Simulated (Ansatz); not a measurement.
```
atom    x (Å)    y (Å)    z (Å)
   C  -1.0147   1.1909  -0.0668
   B  -0.2963  -0.0584  -0.6535
  Si   1.1623  -1.0660   0.3004
   F   1.6094  -0.3010   1.6963
   H  -1.9237   0.7357   0.4107
   H  -0.4806   1.7237   0.7441
   H  -1.4147   1.9017  -0.8186
   H  -0.6652  -0.5211  -1.7240
   H   0.7092  -2.4590   0.6735
   H   2.3973  -1.1976  -0.5592
```

Theory: RKS PBE-D4/def2-SVP in Ansatz 0.2.0.

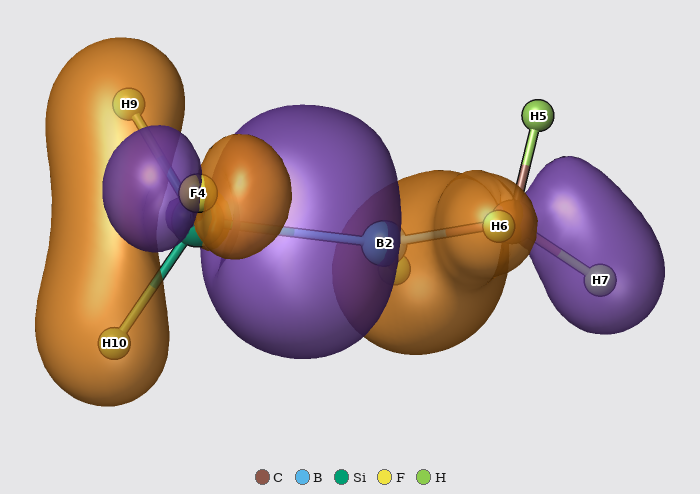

CH₆BFSi. The HOMO at ±0.1 Å⁻³ᐟ² (orange and purple are the two phases), seen from one side.

What is the character of this orbital?

Answer. By Hirshfeld shares it lies mainly on B2 (about 30 %), Si3 (about 30 %), F4 (about 10 %), H8 (about 10 %) and C1 (about 10 %). Its energy is −6.66 eV.
